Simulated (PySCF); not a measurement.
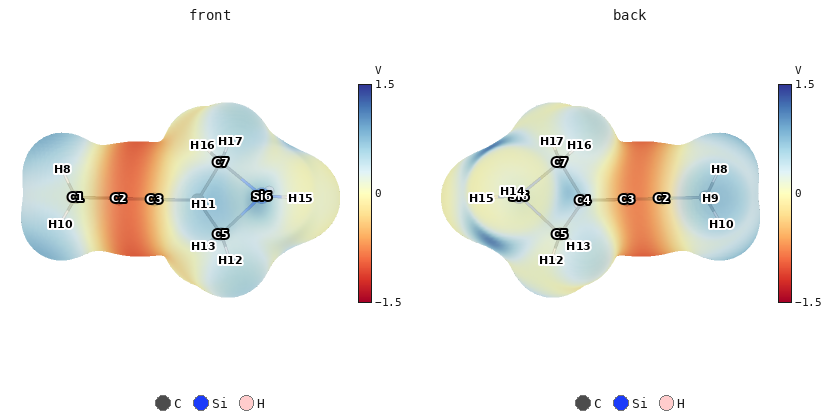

C6H10Si. The electrostatic potential painted on the density surface at 0.002 e/bohr³, seen from the front and from behind; red is negative and blue positive.

Geometry: GFN2-xTB.

Method: PBE0/def2-SVPD, SCF density, gas phase in PySCF 2.14.0.

Input

```
{"job": {"kind": "uv", "xc": "PBE0", "basis": "def2-SVPD", "nstates": 8, "ntriplets": 3}, "charge": 0, "multiplicity": 1}
C      3.324364    -0.944836     0.127782
C      2.020665    -0.315246     0.160179
C      0.951771     0.228364     0.183814
C     -0.365030     0.818841     0.225399
C     -1.333645     0.261892    -0.851271
Si    -2.704041     0.024656     0.457378
C     -1.167544     0.460522     1.504181
H      3.888818    -0.681682     1.022704
H      3.216446    -2.029018     0.085557
H      3.879718    -0.611291    -0.749159
H     -0.273206     1.904372     0.127408
H     -1.506564     0.948798    -1.676714
H     -0.957831    -0.668086    -1.275285
H     -3.268597    -1.315014     0.612353
H     -3.754812     1.044352     0.445206
H     -0.726095    -0.391229     2.019584
H     -1.231415     1.276632     2.220438
```

Launched as:

```sh
OMP_NUM_THREADS=1 python probes_run.py task.json out
```

Which sites attract a positive test charge, and which a negative one?

A positive charge is drawn to the negative regions and a negative charge to the positive ones. The most negative region (about −0.9 V) lies over C2 and C3, the most positive (about +1.1 V) over Si6.

What dipole moment does the calculation give?

Its dipole moment is 0.33 D.
